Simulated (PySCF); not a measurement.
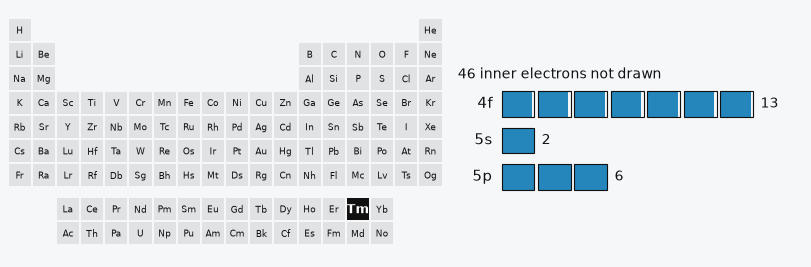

**Figure 1.** Left, the place of thulium in the periodic table; right, the outer shells of the nominal configuration: a box for each of the 2l + 1 orbitals, shaded by the share of the shell that is filled, with the electron count at the right.

**Atomic calculation for Tm²⁺**

Tm²⁺, configuration 1s2 2s2 2p6 3s2 3p6 3d10 4s2 4p6 4d10 4f13 5s2 5p6, multiplicity 2. Computed at this level: unrestricted PBE0, cc-pwCVTZ-X2C, spin-free X2C-1e, Gaussian nucleus (PySCF).

Input:
```python
from pyscf import gto, scf, dft, mp, cc
import basis_set_exchange as bse
mol = gto.M(atom="Tm 0 0 0", charge=2, spin=1, symmetry="D2h",
            basis=gto.basis.parse(bse.get_basis("cc-pwCVTZ-X2C", elements=["Tm"], fmt="nwchem", header=False)),
            nucmod="G")
mf = dft.UKS(mol, xc="PBE0").sfx2c1e()
mf.irrep_nelec = {'Ag': (9, 9), 'B1g': (2, 2), 'B2g': (2, 2), 'B3g': (2, 2), 'Au': (1, 1), 'B1u': (6, 6), 'B2u': (6, 6), 'B3u': (6, 5)}
mf.kernel()
```

The script is an equivalent of what the driver set up; the driver started from orbitals of its own, so the log can be shorter than this script's would be, and it computed the properties (radii, ⟨L²⟩, response) afterwards. It held the occupations shell by shell, which the script's counts by irreducible representation don't always enforce.

Launched within a batch (the task file carries these settings):
```bash
OMP_NUM_THREADS=2 python <driver script> TASK.json OUT
```

The program's output (extracts):
```
damping factor = 0
level_shift factor = 0
DIIS = <class 'pyscf.scf.diis.CDIIS'>
diis_start_cycle = 1
diis_space = 10
diis_damp = 0
SCF conv_tol = 1e-09
SCF conv_tol_grad = None
number electrons alpha = 34  beta = 33
XC functionals = PBE0
    C. Adamo and V. Barone.,  J. Chem. Phys. 110, 6158 (1999)
    M. Ernzerhof and G. E. Scuseria.,  J. Chem. Phys. 110, 5029 (1999)
cycle= 1 E= -13566.1597015109  delta_E= -0.0113  |g|= 0.616  |ddm|=  0.3
cycle= 2 E= -13566.0209058668  delta_E= 0.139  |g|= 1.58  |ddm|= 0.341
cycle= 3 E= -13566.1898425113  delta_E= -0.169  |g|= 0.104  |ddm|= 0.215
cycle= 4 E= -13566.1909313379  delta_E= -0.00109  |g|= 0.0109  |ddm|= 0.0248
cycle= 5 E= -13566.1909413522  delta_E= -1e-05  |g|= 0.00085  |ddm|= 0.00185
cycle= 6 E= -13566.1909414094  delta_E= -5.72e-08  |g|= 4.11e-05  |ddm|= 0.000176
cycle= 7 E= -13566.1909414098  delta_E= -3.66e-10  |g|= 1.4e-05  |ddm|= 3.7e-05
converged SCF energy = -13566.1909414098  <S^2> = 0.75055752  2S+1 = 2.0005574
```

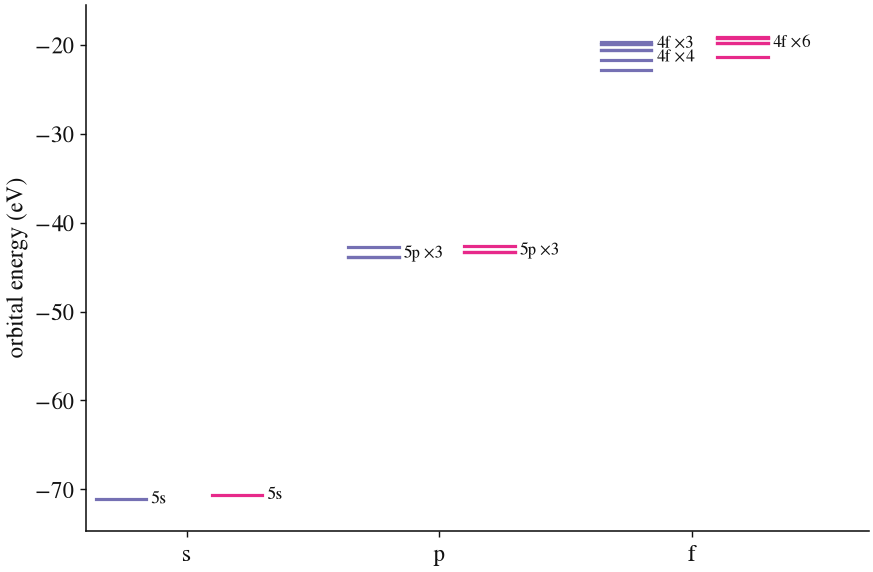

**Figure 2.** Orbital energies of the mean field, from the top down to −71.1 eV, by angular momentum, α spin at the left of each column and β at the right; ×n counts the orbitals under one label. The highest filled orbital is 4f β at −19.2 eV, the lowest empty one s α at −14.0 eV.

Results in brief:

```tsv
quantity	value
outcome	converged
total energy	−13566.1909 hartree
⟨S²⟩	0.751
⟨L²⟩	12.01
SCF iterations	7
hardware	2 threads of Arm Neoverse V1, 23 GiB of memory available, shared host
wall time	13 s (CPU time 25 s)
```
